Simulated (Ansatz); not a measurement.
Geometry relaxation of C3H9FO3Si (part 2 of 2)

Continued. System: C3H9FO3Si. Method: RKS PBE0-D4/STO-3G (Ansatz 0.2.0). It belongs to a series of runs on one base structure; here: start relaxed.

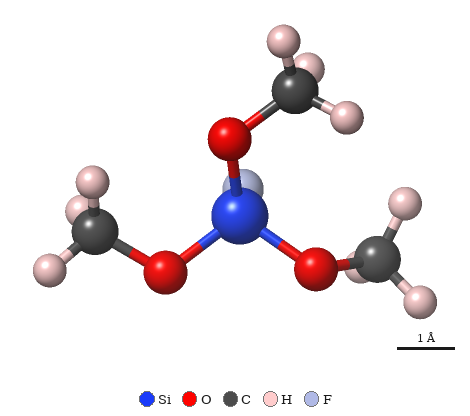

**Figure 1.** The geometry at step 9 of the log (ball-and-stick view, seen at a tilt).

### Trajectory as extended XYZ, continued
```
17
Properties=species:S:1:pos:R:3:forces:R:3 step=5 energy=-19726.43002
Si    0.0278    0.0519   -0.0733    0.0692   0.0772  -0.0038
O     0.2383   -0.1596    1.6071   -0.2268  -0.0905  -0.0678
C    -1.0399   -0.3885    2.2647    0.0041   0.1218   0.1592
H    -1.6741   -1.1469    1.7541    0.0506   0.0497   0.0727
H    -0.8333   -0.7631    3.2915   -0.0529   0.1057  -0.2495
H    -1.6469    0.5445    2.3657    0.1453  -0.2364  -0.0091
O     1.5861    0.1785   -0.7408   -0.0210  -0.3460  -0.0472
C     2.2410   -1.1262   -0.7360    0.0859   0.1499   0.1442
H     1.6396   -1.9262   -1.2161    0.0055   0.0196  -0.0162
H     3.1842   -1.0289   -1.3094   -0.1021   0.0043   0.0826
H     2.5031   -1.4769    0.2893   -0.0336   0.0720  -0.1700
O    -0.7015    1.5400   -0.4776   -0.1212  -0.1794   0.0461
C    -2.1116    1.3847   -0.7915   -0.0604  -0.0224  -0.0827
H    -2.7135    0.9340    0.0305    0.0748   0.1001  -0.1000
H    -2.5176    2.3984   -0.9838    0.0340  -0.1448   0.0144
H    -2.2944    0.7695   -1.7043    0.0264   0.1299   0.1718
F    -0.8269   -1.2115   -0.6621    0.1223   0.1896   0.0554
17
Properties=species:S:1:pos:R:3:forces:R:3 step=6 energy=-19726.44567
Si    0.0138    0.0118   -0.1257   -0.2763   0.2939   0.0899
O     0.2612   -0.2839    1.5354   -0.1463  -0.0251  -0.0144
C    -0.9930   -0.4058    2.2594   -0.0260  -0.0369  -0.0568
H    -1.7025   -1.1415    1.8179    0.1078   0.0563   0.0079
H    -0.7615   -0.7542    3.2830    0.0428  -0.0012  -0.0189
H    -1.5390    0.5561    2.3621    0.0452   0.0132  -0.0495
O     1.5488    0.1625   -0.8288    0.0252  -0.1187   0.0078
C     2.2407   -1.1112   -0.7022    0.1276  -0.0441   0.0429
H     1.7126   -1.9373   -1.2260    0.0932  -0.0069   0.0202
H     3.2428   -1.0062   -1.1649   -0.1444   0.0075   0.0870
H     2.3794   -1.4206    0.3582    0.0691   0.0010  -0.1531
O    -0.7370    1.5062   -0.4480   -0.0502  -0.0811   0.0220
C    -2.1438    1.4012   -0.7889    0.0707   0.0319   0.0488
H    -2.7806    1.0005    0.0311    0.0784   0.0117  -0.0650
H    -2.4971    2.4268   -1.0058   -0.0124  -0.0288   0.0224
H    -2.3441    0.7903   -1.6946    0.0429  -0.0452   0.0535
F    -0.8400   -1.2212   -0.7542   -0.0473  -0.0276  -0.0448
17
Properties=species:S:1:pos:R:3:forces:R:3 step=7 energy=-19726.46164
Si   -0.0140    0.0016   -0.1498    0.0173   0.0219   0.0623
O     0.2483   -0.3373    1.4997   -0.0504   0.0048  -0.0503
C    -0.9972   -0.4087    2.2403    0.0122  -0.0112  -0.0569
H    -1.7226   -1.1410    1.8219    0.0310   0.0603   0.0264
H    -0.7580   -0.7366    3.2680    0.0101  -0.0070   0.0216
H    -1.5138    0.5712    2.3209   -0.0120  -0.0250  -0.0146
O     1.5189    0.1287   -0.8674    0.0959  -0.2498   0.0562
C     2.2600   -1.1166   -0.6889    0.0449   0.0790   0.0027
H     1.7852   -1.9834   -1.2024    0.0490   0.0952   0.0993
H     3.2637   -0.9793   -1.1377   -0.1242   0.0355   0.0212
H     2.4119   -1.3915    0.3796   -0.0742   0.0321  -0.1560
O    -0.7443    1.5113   -0.4307    0.1136   0.0070   0.0403
C    -2.1489    1.4142   -0.7646   -0.0483  -0.0378   0.0010
H    -2.7794    1.0344    0.0678    0.0047   0.0143  -0.0182
H    -2.5009    2.4347   -1.0043    0.0011  -0.0215  -0.0007
H    -2.3512    0.7736   -1.6481   -0.0242   0.0009   0.0005
F    -0.8971   -1.2018   -0.7962   -0.0466   0.0014  -0.0346
17
Properties=species:S:1:pos:R:3:forces:R:3 step=8 energy=-19726.46852
Si   -0.0305   -0.0196   -0.1722    0.1056  -0.0846  -0.0057
O     0.2392   -0.3915    1.4674   -0.0547  -0.0024   0.0012
C    -0.9983   -0.4135    2.2247    0.0337   0.0292  -0.0306
H    -1.7463   -1.1334    1.8288   -0.0002   0.0110   0.0146
H    -0.7558   -0.7262    3.2572   -0.0009   0.0081  -0.0180
H    -1.4905    0.5808    2.2873    0.0117  -0.0387   0.0091
O     1.4988    0.0964   -0.9002   -0.0297  -0.0685   0.0378
C     2.2776   -1.1128   -0.6778   -0.0820   0.0415   0.0036
H     1.8355   -2.0109   -1.1629    0.0481   0.0578   0.0332
H     3.2754   -0.9494   -1.1251   -0.0241  -0.0146   0.0084
H     2.4235   -1.3495    0.3974   -0.0017   0.0093  -0.0449
O    -0.7395    1.5051   -0.4190    0.0190  -0.0012  -0.0010
C    -2.1489    1.4204   -0.7444   -0.0584  -0.0056  -0.0180
H    -2.7789    1.0686    0.1005    0.0141   0.0061  -0.0084
H    -2.4901    2.4395   -1.0040    0.0129  -0.0103  -0.0030
H    -2.3681    0.7624   -1.6116    0.0002   0.0180   0.0200
F    -0.9427   -1.1928   -0.8382    0.0064   0.0448   0.0016
17
Properties=species:S:1:pos:R:3:forces:R:3 step=9 energy=-19726.47147
Si   -0.0467   -0.0480   -0.1981   -0.0203  -0.0316  -0.0012
O     0.2295   -0.4569    1.4310   -0.0893   0.0009   0.0241
C    -0.9925   -0.4182    2.2127    0.0132  -0.0011  -0.0250
H    -1.7787   -1.1128    1.8430    0.0415   0.0428   0.0157
H    -0.7404   -0.7281    3.2436    0.0010  -0.0053  -0.0065
H    -1.4435    0.5955    2.2762    0.0205  -0.0397  -0.0154
O     1.4751    0.0714   -0.9323    0.0512  -0.0681   0.0099
C     2.2876   -1.1040   -0.6615   -0.0311   0.0113  -0.0183
H     1.8869   -2.0303   -1.1283    0.0044   0.0521   0.0338
H     3.2867   -0.9234   -1.0977    0.0032   0.0113  -0.0047
H     2.4257   -1.3056    0.4212   -0.0229   0.0101  -0.0264
O    -0.7428    1.4890   -0.4102   -0.0005  -0.0268  -0.0097
C    -2.1554    1.4274   -0.7316   -0.0052  -0.0023   0.0072
H    -2.7873    1.1014    0.1222    0.0084   0.0134  -0.0121
H    -2.4760    2.4492   -1.0068    0.0043  -0.0207   0.0042
H    -2.3908    0.7592   -1.5859   -0.0007   0.0126   0.0062
F    -0.9768   -1.1921   -0.8895    0.0223   0.0411   0.0183
17
Properties=species:S:1:pos:R:3:forces:R:3 step=10 energy=-19726.47267
Si   -0.0567   -0.0679   -0.2163   -0.0293  -0.0005   0.0061
O     0.2196   -0.5008    1.4067   -0.0623  -0.0010   0.0068
C    -0.9900   -0.4202    2.2031    0.0107   0.0005  -0.0415
H    -1.8026   -1.0886    1.8440    0.0262   0.0257   0.0142
H    -0.7358   -0.7366    3.2311    0.0004  -0.0031   0.0049
H    -1.4062    0.6077    2.2677    0.0106  -0.0256  -0.0007
O     1.4630    0.0544   -0.9531    0.0513  -0.0394  -0.0004
C     2.2964   -1.0974   -0.6509   -0.0282   0.0025  -0.0050
H     1.9161   -2.0403   -1.1005    0.0184   0.0368   0.0215
H     3.2967   -0.9064   -1.0812   -0.0207   0.0045  -0.0021
H     2.4259   -1.2727    0.4372   -0.0090   0.0005  -0.0211
O    -0.7438    1.4756   -0.4092   -0.0021  -0.0299  -0.0063
C    -2.1593    1.4294   -0.7199    0.0118   0.0047   0.0083
H    -2.7889    1.1262    0.1435    0.0059  -0.0002  -0.0056
H    -2.4671    2.4514   -1.0072   -0.0028  -0.0026  -0.0021
H    -2.4105    0.7530   -1.5628   -0.0040   0.0014   0.0036
F    -0.9965   -1.1932   -0.9242    0.0231   0.0259   0.0193
17
Properties=species:S:1:pos:R:3:forces:R:3 step=11 energy=-19726.47323
Si   -0.0609   -0.0792   -0.2301   -0.0143   0.0123   0.0060
O     0.2108   -0.5267    1.3895   -0.0501   0.0007   0.0034
C    -0.9910   -0.4190    2.1935    0.0191  -0.0032  -0.0128
H    -1.8227   -1.0649    1.8383    0.0161   0.0138   0.0024
H    -0.7380   -0.7464    3.2186   -0.0008  -0.0019   0.0003
H    -1.3808    0.6183    2.2661    0.0075  -0.0136  -0.0062
O     1.4598    0.0443   -0.9654    0.0132  -0.0211   0.0075
C     2.3028   -1.0939   -0.6430   -0.0129   0.0164  -0.0076
H     1.9368   -2.0461   -1.0822   -0.0016   0.0034   0.0056
H     3.3022   -0.8968   -1.0711    0.0074   0.0002   0.0012
H     2.4273   -1.2537    0.4476   -0.0008  -0.0012  -0.0064
O    -0.7425    1.4669   -0.4156   -0.0076  -0.0113  -0.0096
C    -2.1618    1.4293   -0.7093    0.0005  -0.0041   0.0064
H    -2.7832    1.1421    0.1656    0.0077   0.0051  -0.0062
H    -2.4651    2.4500   -1.0063    0.0010  -0.0066   0.0021
H    -2.4295    0.7439   -1.5400    0.0043   0.0047   0.0049
F    -1.0035   -1.1945   -0.9480    0.0112   0.0064   0.0088
17
Properties=species:S:1:pos:R:3:forces:R:3 step=12 energy=-19726.47353
Si   -0.0636   -0.0874   -0.2436    0.0094   0.0052   0.0072
O     0.2010   -0.5485    1.3730   -0.0178  -0.0003  -0.0007
C    -0.9932   -0.4166    2.1832   -0.0033   0.0015  -0.0097
H    -1.8425   -1.0384    1.8268    0.0137   0.0085   0.0086
H    -0.7440   -0.7577    3.2049   -0.0042   0.0026  -0.0057
H    -1.3564    0.6298    2.2639    0.0074  -0.0155   0.0017
O     1.4598    0.0373   -0.9735    0.0013  -0.0042   0.0043
C     2.3096   -1.0908   -0.6363   -0.0123   0.0001   0.0017
H     1.9523   -2.0501   -1.0668    0.0032   0.0025  -0.0034
H     3.3102   -0.8907   -1.0605   -0.0006   0.0004  -0.0023
H     2.4291   -1.2394    0.4563    0.0022   0.0010   0.0030
O    -0.7412    1.4600   -0.4260   -0.0045   0.0013  -0.0064
C    -2.1650    1.4274   -0.6968   -0.0080  -0.0048   0.0011
H    -2.7742    1.1599    0.1930    0.0104   0.0027  -0.0133
H    -2.4661    2.4450   -1.0063   -0.0021  -0.0033   0.0004
H    -2.4501    0.7299   -1.5117    0.0050   0.0074   0.0139
F    -1.0050   -1.1962   -0.9716    0.0002  -0.0049  -0.0003
17
Properties=species:S:1:pos:R:3:forces:R:3 step=13 energy=-19726.47364
Si   -0.0638   -0.0901   -0.2499    0.0057  -0.0002   0.0031
O     0.1953   -0.5580    1.3654   -0.0080   0.0006  -0.0036
C    -0.9953   -0.4149    2.1780   -0.0032   0.0039   0.0016
H    -1.8533   -1.0241    1.8213    0.0065   0.0052  -0.0003
H    -0.7488   -0.7641    3.1975    0.0000   0.0002   0.0021
H    -1.3447    0.6356    2.2652    0.0030  -0.0110  -0.0023
O     1.4618    0.0359   -0.9747   -0.0104   0.0069   0.0027
C     2.3125   -1.0897   -0.6331    0.0034  -0.0040  -0.0004
H     1.9593   -2.0502   -1.0647    0.0020   0.0031   0.0041
H     3.3138   -0.8873   -1.0547    0.0013  -0.0035   0.0029
H     2.4287   -1.2365    0.4603    0.0003  -0.0026  -0.0070
O    -0.7398    1.4578   -0.4337   -0.0043   0.0044  -0.0036
C    -2.1663    1.4262   -0.6904   -0.0061  -0.0090  -0.0003
H    -2.7671    1.1718    0.2086    0.0054   0.0038  -0.0035
H    -2.4682    2.4402   -1.0104    0.0013  -0.0033  -0.0004
H    -2.4609    0.7181   -1.4925    0.0035   0.0067   0.0051
F    -1.0025   -1.1972   -0.9841   -0.0004  -0.0013   0.0001
```

This output came from the following input.

### The input
```yaml
crystal:
  periodic: [false, false, false]
  atoms:
    - { symbol: Si, position_ang: [0.0, 0.0, 0.0] }
    - { symbol: O, position_ang: [0.0, 0.0, 1.68] }
    - { symbol: C, position_ang: [-1.1112, -0.3437, 2.4945] }
    - { symbol: H, position_ang: [-1.814, -0.9775, 1.9143] }
    - { symbol: H, position_ang: [-0.7584, -0.9037, 3.3856] }
    - { symbol: H, position_ang: [-1.6313, 0.5809, 2.8212] }
    - { symbol: O, position_ang: [1.5842, 0.0, -0.5594] }
    - { symbol: C, position_ang: [2.3503, -1.1632, -0.836] }
    - { symbol: H, position_ang: [1.7187, -1.9052, -1.3675] }
    - { symbol: H, position_ang: [3.2179, -0.8926, -1.4733] }
    - { symbol: H, position_ang: [2.7141, -1.6023, 0.1163] }
    - { symbol: O, position_ang: [-0.7913, 1.3709, -0.5594] }
    - { symbol: C, position_ang: [-2.1512, 1.4177, -0.9653] }
    - { symbol: H, position_ang: [-2.7687, 0.8215, -0.2614] }
    - { symbol: H, position_ang: [-2.5023, 2.4707, -0.9639] }
    - { symbol: H, position_ang: [-2.2473, 0.9975, -1.9882] }
    - { symbol: F, position_ang: [-0.7489, -1.2974, -0.5295] }
basis:
  gaussian: { orbitals: STO-3G }
hamiltonian:
  xc: pbe0
  dispersion: d4
relax:
  f_tol: 0.02
  max_steps: 40
```

Command:
```bash
ansatz run input.yaml --threads 1 --pin off --max-ram 2048MiB --backend cpu --events-out ev --progress --plain --runs-dir out
```

### Results in brief

- outcome: converged
- total energy: −19726.4737 eV
- mean-field energy: −19726.1457 eV
- largest force (length of the vector) at the end: 0.013 eV/Å
- hardware: 1 thread of Arm Neoverse V2, 24 GiB of memory available, shared host
- wall time: 74 s
- peak memory: 0.17 GiB
